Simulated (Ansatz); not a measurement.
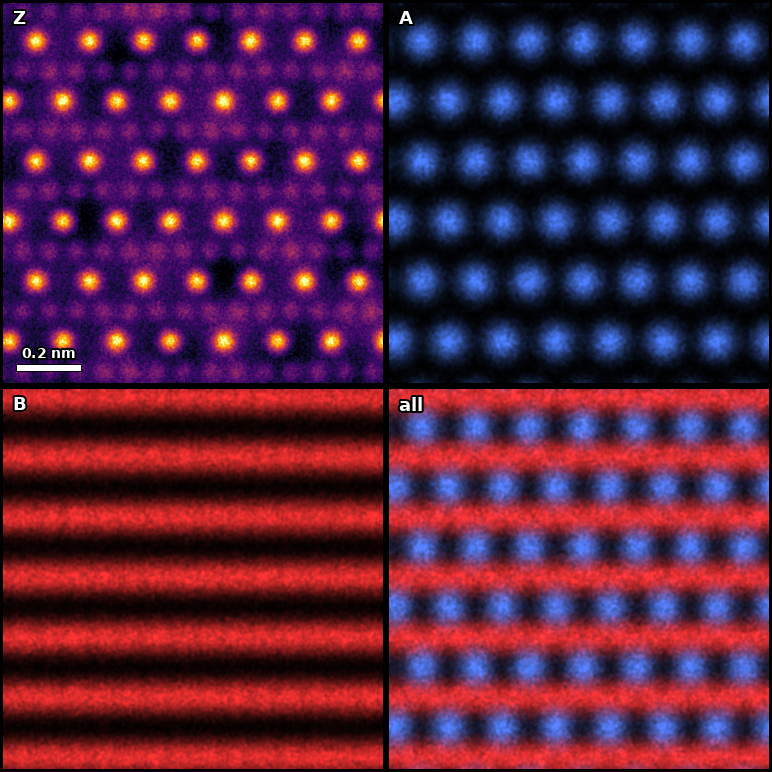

Al2As (Fd-3m, No. 227) along [210]. Panel Z: Simulation: incoherent imaging, intensity Z^1.7 per atom, probe width 0.50 Å, thin sample. The probe carries 15 % of its weight in a tail 2.5 times as wide. The display is stretched by a gamma of 0.8; percentages refer to the linear signal. Shot noise and the speckle of an amorphous layer were added. The other panels are simulated element maps (the number of atoms of one element along the beam, blurred by 0.9 Å, with counting noise; each on its own scale, no channelling); the last overlays them. Structure used: a calculation's starting geometry; the starting structure was generated, so it need not be a known form of this composition.

```yaml
crystal:
  lattice:
    - [7.58568, 0.00000, 0.00000]
    - [0.00000, 7.58568, 0.00000]
    - [0.00000, 0.00000, 7.58568]
  atoms:
    - { symbol: Al, position: [0.12500, 0.12500, 0.12500] }
    - { symbol: Al, position: [0.62500, 0.87500, 0.37500] }
    - { symbol: Al, position: [0.37500, 0.12500, 0.37500] }
    - { symbol: Al, position: [0.87500, 0.87500, 0.12500] }
    - { symbol: As, position: [0.00000, 0.00000, 0.50000] }
    - { symbol: As, position: [0.25000, 0.75000, 0.25000] }
    - { symbol: Al, position: [0.12500, 0.62500, 0.62500] }
    - { symbol: Al, position: [0.62500, 0.37500, 0.87500] }
    - { symbol: Al, position: [0.37500, 0.62500, 0.87500] }
    - { symbol: Al, position: [0.87500, 0.37500, 0.62500] }
    - { symbol: As, position: [0.00000, 0.50000, 0.00000] }
    - { symbol: As, position: [0.25000, 0.25000, 0.75000] }
    - { symbol: Al, position: [0.62500, 0.12500, 0.62500] }
    - { symbol: Al, position: [0.12500, 0.87500, 0.87500] }
    - { symbol: Al, position: [0.87500, 0.12500, 0.87500] }
    - { symbol: Al, position: [0.37500, 0.87500, 0.62500] }
    - { symbol: As, position: [0.50000, 0.00000, 0.00000] }
    - { symbol: As, position: [0.75000, 0.75000, 0.75000] }
    - { symbol: Al, position: [0.62500, 0.62500, 0.12500] }
    - { symbol: Al, position: [0.12500, 0.37500, 0.37500] }
    - { symbol: Al, position: [0.87500, 0.62500, 0.37500] }
    - { symbol: Al, position: [0.37500, 0.37500, 0.12500] }
    - { symbol: As, position: [0.50000, 0.50000, 0.50000] }
    - { symbol: As, position: [0.75000, 0.25000, 0.25000] }
```

> Which element does each lettered map show?

A: As, B: Al. The projected cell (1.70 × 3.79 Å, 90°) holds 6 columns: 4 of Al and 2 of As. No column is shared by two of the mapped elements.
